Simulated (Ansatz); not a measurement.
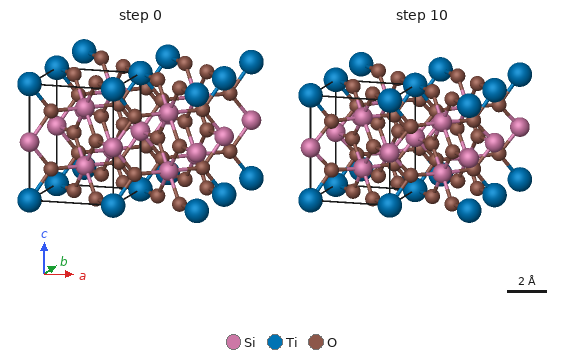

The structure of crystalline TiSi₃O₈ (built on the rutile host type) before (left) and after (right) a relaxation, at one scale.

The picture is a ball-and-stick view of the cell of the calculation, repeated 2 × 2 × 1 with one cell outlined, seen slightly off an axis.

Theory: DFT, PBE, plane waves, PAW (Ansatz 0.2.0). Settings: plane-wave cutoff 420 eV; k-point mesh 6 × 6 × 4; occupations fermi dirac; smearing width 0.02 eV; no spin polarisation; cell and atoms relaxed; force threshold 0.005 eV/Å.

Question: Describe what moved and what it gained.

Answer: Over 8 accepted moves (10 points after the start) the energy falls by 341 meV per atom. Largest force component: 2.6 eV/Å at the start, 0.0017 eV/Å at the end. The pressure goes from −34.45 to −0.03 GPa. At 2 points the geometry stayed and the basis and grid were re-selected for the new cell (energy shift of 3.5 meV per atom at most each time). The largest moves relative to the cell, 0.10 Å, are those of O atoms. By element the largest moves are O 0.10 Å, Si 0.03 Å. Ti stays in place. Cell: a = b 4.560 → 4.338 Å (−4.9 %), c 6.139 → 5.543 Å (−9.7 %), γ 90.0° → 91.0°. Volume −18.3 %. Some distances before and after: Si–Si 3.070 → 2.710 Å, O–Si 1.980 → 1.773 Å, O–Si 1.980 → 1.808 Å, O–Si 1.973 → 1.827 Å. Bond angles that change, for instance: O–Si–O 101.6° → 93.3°, O–Si–O 78.4° → 86.7°, Si–O–Si 129.2° → 135.4°. The space group stays Cmmm (No. 65).
